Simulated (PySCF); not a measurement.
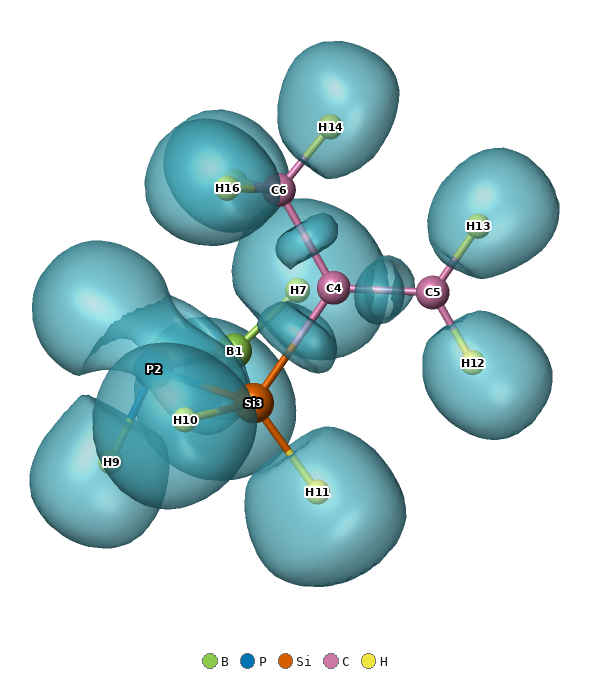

C$_{3}$H$_{10}$BPSi (SMILES BP[SiH2]C(=C)C). Isosurface of the ELF at 0.8 (cyan), seen at an oblique angle. Core shells and regions of very low density are left out.

Geometry: GFN2-xTB.

Method: PBE0/def2-SVPD, SCF density, gas phase (PySCF 2.14.0).

```json
{"atom": "B", "x (Å)": "2.3912", "y (Å)": "0.3574", "z (Å)": "1.3380"}
{"atom": "P", "x (Å)": "1.7120", "y (Å)": "1.3254", "z (Å)": "-0.0554"}
{"atom": "Si", "x (Å)": "0.3151", "y (Å)": "-0.0153", "z (Å)": "-1.1736"}
{"atom": "C", "x (Å)": "-1.0842", "y (Å)": "-0.4436", "z (Å)": "0.0239"}
{"atom": "C", "x (Å)": "-1.4913", "y (Å)": "-1.6892", "z (Å)": "0.2276"}
{"atom": "C", "x (Å)": "-1.6954", "y (Å)": "0.7125", "z (Å)": "0.7541"}
{"atom": "H", "x (Å)": "1.6367", "y (Å)": "-0.1327", "z (Å)": "2.0877"}
{"atom": "H", "x (Å)": "3.5395", "y (Å)": "0.3373", "z (Å)": "1.5543"}
{"atom": "H", "x (Å)": "2.7619", "y (Å)": "1.4057", "z (Å)": "-0.9444"}
{"atom": "H", "x (Å)": "-0.1657", "y (Å)": "0.8009", "z (Å)": "-2.2970"}
{"atom": "H", "x (Å)": "0.9384", "y (Å)": "-1.2436", "z (Å)": "-1.6891"}
{"atom": "H", "x (Å)": "-1.0569", "y (Å)": "-2.5247", "z (Å)": "-0.2949"}
{"atom": "H", "x (Å)": "-2.2805", "y (Å)": "-1.9281", "z (Å)": "0.9253"}
{"atom": "H", "x (Å)": "-2.4415", "y (Å)": "0.3814", "z (Å)": "1.4742"}
{"atom": "H", "x (Å)": "-0.9196", "y (Å)": "1.2719", "z (Å)": "1.2789"}
{"atom": "H", "x (Å)": "-2.1674", "y (Å)": "1.3936", "z (Å)": "0.0467"}
```

Question: Where are the electrons localised?

Answer: The surface consists of two regions between bonded C–C atoms (shared pairs), one region between bonded C–Si atoms (shared pairs), ten regions around hydrogen nuclei and one region on P in which the atom's valence shell and bonds are merged.

Values along the shortest contacts:
C–C (1.33 Å): the ELF peaks at about 0.95 between the atoms: a multiple bond. B–P (1.83 Å): the ELF peaks at about 0.95 between the atoms: localised, covalent bonding.
